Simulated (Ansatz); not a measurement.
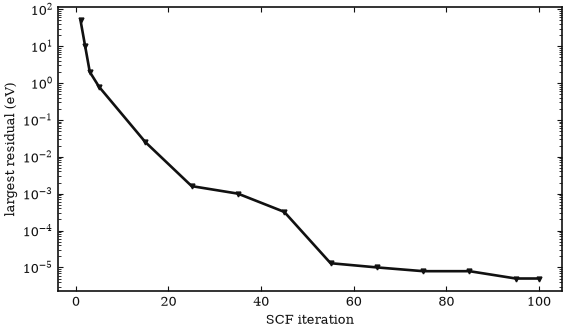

The plot shows the SCF iterations of a calculation: largest residual. Only some iterations were kept.

System: Fe4O3 (P1, 7 atoms in the cell).
Method: DFT, PBE+U, norm-conserving potentials, plane waves, scalar-relativistic in Ansatz; cutoff 1240 eV, 5×5×5 k-mesh, Fermi–Dirac smearing of 0.1 eV, collinear spins, U = 5.3 eV on Fe d.
Setting under test: default search for lower states.

Question: Did the calculation converge?

Answer: The run gave up at step 100 without converging. The residual comes down slowly and unevenly, and has reached only 5 × 10⁻⁶ when the run stops.

Question: What is the residual at the start and at the end?

Answer: It starts near 50 and ends near 5 × 10⁻⁶ eV.
